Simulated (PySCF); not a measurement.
CH9NSi2, SMILES `CN([SiH3])[SiH3]`.

Computed with PySCF, CAM-B3LYP/def2-SVP, geometry: GFN2-xTB. No frequency check shows the geometry to be a minimum. Without diffuse functions Rydberg states are missing, so the states' numbers hold for this basis only.

The calculation's input:

```python
import numpy as np
from pyscf import gto, scf, dft, tdscf
from pyscf.scf import atom_ks, atom_hf
from scipy.linalg import block_diag

def solve(mol, dm0=None, hcore=None):
    mf = (dft.UKS if mol.spin else dft.RKS)(mol, xc='camb3lyp')
    mf.grids.level = 3
    mf = mf.density_fit(auxbasis='def2-universal-jkfit')
    mf.conv_tol, mf.max_cycle = 1e-8, 80
    if hcore is not None:
        mf.get_hcore = lambda *args: hcore
    mf.kernel(dm0)
    if not mf.converged:
        mf = mf.newton().run(mf.mo_coeff, mf.mo_occ, max_cycle=30)
    assert mf.converged, 'SCF not converged'
    return mf

mol = gto.M(atom='''
C      0.00104    -1.71007     0.02315
N     -0.00008    -0.26844    -0.12161
Si     1.54664     0.50759     0.01171
Si    -1.54712     0.50687     0.01178
H     -0.88405    -2.13845    -0.44873
H      0.00198    -2.01031     1.07582
H      0.88480    -2.13803    -0.44877
H      1.35032     1.89985    -0.37055
H      2.44873    -0.19854    -0.90416
H      2.08405     0.41197     1.37720
H     -1.35147     1.89922    -0.37049
H     -2.08443     0.41100     1.37729
H     -2.44891    -0.19969    -0.90405
''', basis='def2-svp', charge=0, spin=0, verbose=4)
mf = solve(mol)
td = mf.TDDFT()
td.nstates, td.singlet, td.conv_tol = 5, True, 1e-5
td.kernel()
td.analyze()
x, y = np.array([p[0] for p in td.xy]), np.array([p[1] + 0 * p[0] for p in td.xy])
f, mu = td.oscillator_strength(), td.transition_dipole()
nto = [td.get_nto(state=i + 1, verbose=4) for i in range(len(td.e))]
# spherically averaged free atoms, for the promolecule
atm = atom_ks.get_atm_nrks(mol, xc='camb3lyp')
pro = block_diag(*[(atm[a[0]][2] * atm[a[0]][3]) @ atm[a[0]][2].T for a in mol._atom])
np.savez('result.npz', e=td.e, f=f, ok=td.converged, w=[n[0] for n in nto], nto=[n[1] for n in nto], x=x, y=y, c=mf.mo_coeff, occ=mf.mo_occ, eps=mf.mo_energy, pro=pro, mu=mu)
```

Run with:

```sh
OMP_NUM_THREADS=1 python input.py
```

The run took 11 min on 1 thread of Arm Neoverse V2, on a shared host, peak memory 0.76 GiB.

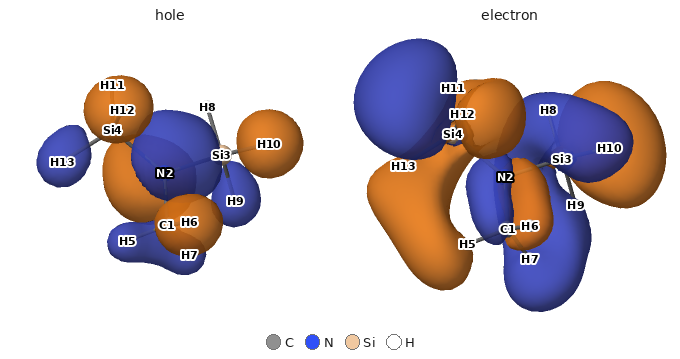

Leading natural transition orbital pair of S₃ (full linear response singlet states); the surfaces enclose about 85 % of each orbital's density.

> Where does the state lie, and where do hole and electron sit?

7.72 eV (161 nm), f = 0.004, partly diffuse acceptor orbital, which a basis without diffuse functions describes poorly; the leading pair carries 96 %; hole on N2 (50 %), Si3 and Si4 (10 % each) and C1 (7 %), electron on Si3 and Si4 (27 % each), N2 (7 %) and H9 and H13 (6 % each) (atom shares of so diffuse an orbital are rough); their centroids lie 0.6 Å apart. In canonical orbitals it is mainly HOMO → LUMO+2 (94 %). The HOMO–LUMO gap is 9.73 eV.
